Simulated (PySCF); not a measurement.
# Spin–spin coupling calculation of C$_{2}$H$_{6}$O$_{3}$Si

C$_{2}$H$_{6}$O$_{3}$Si, SMILES CC(=O)O[SiH2]O, computed with B3LYP/def2-TZVP indirect spin-spin coupling, non-relativistic, gas phase (PySCF 2.14.0).

The geometry comes from this level: PBE0-D3(BJ)/def2-SVP. Figures and captions count atoms from 1; the log counts them from 0 in places.

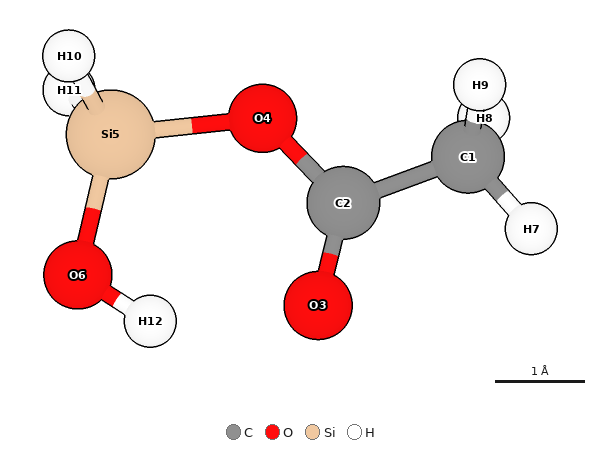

Figure 1. The structure (ball-and-stick view, seen at a tilt; atoms are numbered from 1 in the order of the input). Bond lengths as drawn: C–C 1.50 Å, C–H 1.10 Å, C–O 1.21 to 1.33 Å, H–O 0.98 Å, H–Si 1.49 Å and O–Si 1.64 to 1.72 Å.

Results in brief:

```json
{"quantity": "outcome", "value": "converged"}
{"quantity": "total energy", "value": "−595.261974 hartree"}
{"quantity": "HOMO", "value": "−8.22 eV"}
{"quantity": "LUMO", "value": "−0.54 eV"}
{"quantity": "dipole moment", "value": "2.78 D"}
{"quantity": "hardware", "value": "1 CPU thread, shared host"}
{"quantity": "wall time", "value": "33 s"}
{"quantity": "peak memory", "value": "0.94 GiB"}
```

The input:
```
{"job": {"kind": "j", "xc": "B3LYP", "basis": "def2-TZVP"}, "charge": 0, "multiplicity": 1}
C      2.123146    -0.057064     0.039862
C      0.663701    -0.283744     0.283444
O      0.226010    -1.031634     1.129160
O     -0.108035     0.427840    -0.538291
Si    -1.824657     0.470934    -0.560285
O     -2.404531    -0.595766     0.543453
H      2.718372    -0.652485     0.740350
H      2.367051    -0.329716    -0.997437
H      2.352494     1.012435     0.153350
H     -2.188474     1.879141    -0.254365
H     -2.208433     0.120809    -1.951916
H     -1.669006    -1.004102     1.039251
```

The first line tells a small driver script what to run in PySCF; the rest is the geometry in Å.

Command:
```bash
OMP_NUM_THREADS=1 python <driver script> task.json out
```

Log:
```
coarse grid: 10776 points
cycle   1  E = -594.9934271271  dE =  8.620e-01  |g| = 1.262e+00  |ddm| = 2.672e+00
cycle   2  E = -594.3750435955  dE =  6.184e-01  |g| = 2.223e+00  |ddm| = 2.212e+00
cycle   3  E = -595.2459451186  dE = -8.709e-01  |g| = 3.295e-01  |ddm| = 1.723e+00
cycle   4  E = -595.2640223211  dE = -1.808e-02  |g| = 1.376e-01  |ddm| = 2.377e-01
cycle   5  E = -595.2669279721  dE = -2.906e-03  |g| = 3.741e-02  |ddm| = 7.947e-02
cycle   6  E = -595.2672107164  dE = -2.827e-04  |g| = 8.439e-03  |ddm| = 2.613e-02
cycle   7  E = -595.2672222471  dE = -1.153e-05  |g| = 3.161e-03  |ddm| = 6.554e-03
cycle   8  E = -595.2672239508  dE = -1.704e-06  |g| = 7.587e-04  |ddm| = 1.938e-03
final grid: 100200 points
cycle   9  E = -595.2619687168  dE = -4.408e-05  |g| = 5.249e-03  |ddm| = 3.954e-02
cycle  10  E = -595.2619601267  dE =  8.590e-06  |g| = 8.549e-03  |ddm| = 7.130e-03
cycle  11  E = -595.2619737833  dE = -1.366e-05  |g| = 1.587e-03  |ddm| = 4.926e-03
cycle  12  E = -595.2619742138  dE = -4.305e-07  |g| = 3.813e-04  |ddm| = 1.023e-03
cycle  13  E = -595.2619742339  dE = -2.015e-08  |g| = 1.884e-04  |ddm| = 2.692e-04
cycle  14  E = -595.2619742402  dE = -6.305e-09  |g| = 2.824e-05  |ddm| = 1.025e-04
cycle  15  E = -595.2619742404  dE = -1.413e-10  |g| = 9.606e-06  |ddm| = 2.402e-05
```

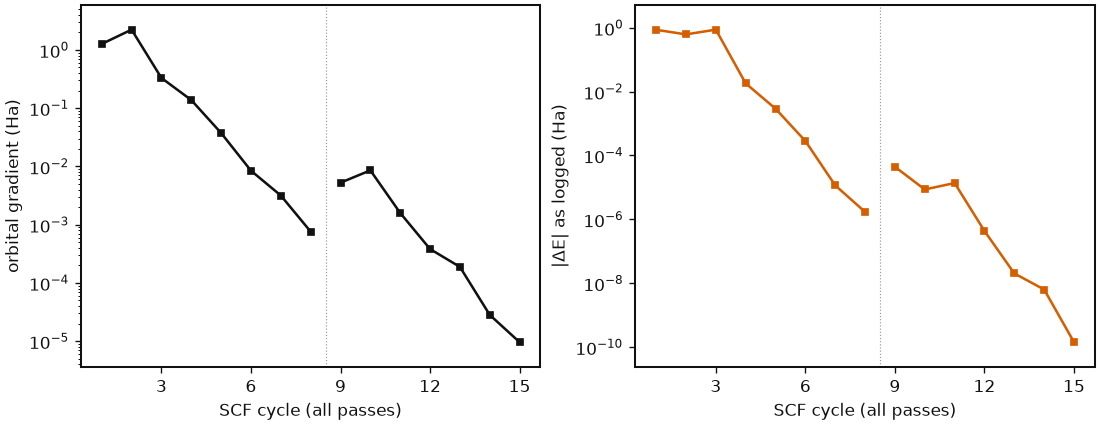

Figure 2. Convergence of the self-consistent field: orbital gradient and size of the energy change against the SCF cycle. The dotted line marks the change from a coarse to the final integration grid. The first 8 cycles use a coarse grid, the final grid takes over at cycle 9, and the field converges after 15 cycles in all.

```
converged SCF energy = -595.2619742404

Indirect spin-spin couplings (Hz)
  i      j    bonds     total        FC       PSO       DSO        SD
  0 C    1 C    1     62.520    64.023    -1.798     0.294         -
  0 C    2 O    2     -4.297    -5.501     1.167     0.038         -
  0 C    3 O    2    -18.510   -19.141     0.640    -0.009         -
  0 C    4 Si   3     -2.306    -2.139    -0.125     0.059    -0.101
  0 C    5 O    4     -0.254    -0.269    -0.024     0.039         -
  0 C    6 H    1    135.540   133.671     1.194     0.675         -
  0 C    7 H    1    125.939   123.850     1.391     0.698         -
  0 C    8 H    1    126.181   124.096     1.386     0.698         -
  0 C    9 H    4      0.443     0.495     0.175    -0.227         -
  0 C   10 H    4      0.469     0.523     0.180    -0.234         -
  0 C   11 H    5     -0.344    -0.322     0.156    -0.178         -
  1 C    2 O    1     33.621    20.766    12.976    -0.121         -
  1 C    3 O    1     34.947    28.507     6.633    -0.192         -
  1 C    4 Si   2      3.661     3.531     0.111     0.025    -0.006
  1 C    5 O    3      0.214     0.139     0.067     0.008         -
  1 C    6 H    2     -3.711    -3.378    -0.410     0.077         -
  1 C    7 H    2     -6.769    -6.792    -0.110     0.133         -
  1 C    8 H    2     -6.724    -6.738    -0.116     0.131         -
  1 C    9 H    3      0.798     0.937     0.155    -0.294         -
  1 C   10 H    3      1.288     1.435     0.176    -0.324         -
  2 O    4 Si   3      0.282     0.390    -0.097    -0.008    -0.004
  2 O    6 H    3     -0.651    -1.114     0.460     0.003         -
  2 O    7 H    3     -1.521    -1.759    -0.011     0.250         -
  2 O    8 H    3     -1.573    -1.819    -0.007     0.253         -
  2 O   11 H    5      4.525     4.407     0.764    -0.647         -
  3 O    4 Si   1    -31.759   -28.168    -4.457     0.072     0.794
  3 O    6 H    3     -8.344    -8.527    -0.065     0.249         -
  3 O    7 H    3      0.247     0.212     0.091    -0.056         -
  3 O    8 H    3      0.222     0.186     0.096    -0.059         -
  3 O    9 H    2    -10.754   -10.869     0.066     0.049         -
  3 O   10 H    2    -11.362   -11.471     0.062     0.046         -
  3 O   11 H    3     -1.004    -1.253     0.355    -0.106         -
  4 Si   5 O    1    -33.888   -26.102    -8.313     0.044     0.484
  4 Si   6 H    4     -1.692    -1.699    -0.223     0.256    -0.026
  4 Si   7 H    4      0.231     0.270    -0.165     0.172    -0.046
  4 Si   8 H    4      0.220     0.256    -0.160     0.167    -0.043
  4 Si   9 H    1   -220.369  -220.867     1.268    -0.364    -0.407
  4 Si  10 H    1   -221.981  -222.472     1.265    -0.363    -0.412
  4 Si  11 H    2      4.289     3.253     0.799     0.296    -0.060
  5 O    9 H    2     -9.131    -9.335    -0.007     0.211         -
  5 O   10 H    2    -10.256   -10.450    -0.012     0.207         -
  5 O   11 H    1    -79.172   -69.092    -9.536    -0.545         -
  6 H    7 H    2    -10.856   -10.615     2.358    -2.598         -
  6 H    8 H    2    -10.623   -10.380     2.363    -2.606         -
  6 H    9 H    5     -0.171     0.090     0.813    -1.073         -
  6 H   10 H    5     -0.192     0.081     0.835    -1.108         -
  7 H    8 H    2    -17.635   -17.535     2.155    -2.256         -
  9 H   10 H    2     32.817    33.762     0.947    -1.892         -
  9 H   11 H    3     -0.168     0.675     1.604    -2.447         -
 10 H   11 H    3      0.753     1.661     1.754    -2.662         -
```
